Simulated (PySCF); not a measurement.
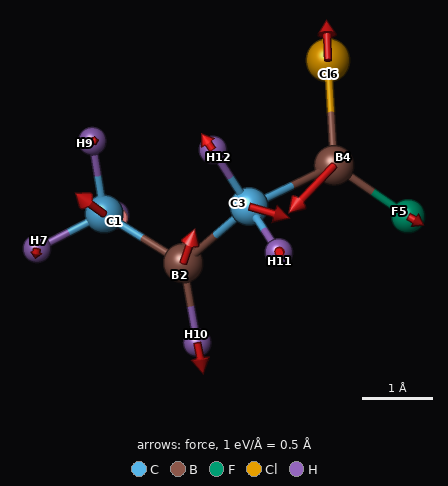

Starting geometry of C$_{2}$H$_{6}$B$_{2}$ClF with the computed forces as red arrows. Style: ball-and-stick. Shown at a tilt.

The start comes from GFN2-xTB. Its atoms were then displaced at random by about 0.01 Å.

Theory: PBE0-D3(BJ)/def2-SVP geometry optimisation, gas phase in PySCF. 

Question: Is this structure relaxed? If not, where do the atoms go?

Answer: It isn't relaxed: the largest force vector, on a B atom, is 2.10 eV/Å. The final displacements have little in common with the starting forces (cosine between the two patterns 0.22). The largest move after the best rigid fit is that of the Cl atom, 0.20 Å. By element the largest moves are Cl 0.20 Å, H 0.15 Å, B 0.10 Å, C 0.09 Å, F 0.07 Å. Near-neighbour distances that change, for instance: B–C 1.607 → 1.555 Å, B–Cl 1.711 → 1.763 Å, B–H 1.175 → 1.214 Å, C–H 1.077 → 1.106 Å. Bond angles that change, for instance: H–C–H 105.0° → 109.6°, H–C–H 108.1° → 112.3°, B–C–B 109.0° → 105.2°. Over 10 geometry steps the energy falls by 14.7 kJ/mol. The run took 95 s on 1 thread of Arm Neoverse N1 (shared host).
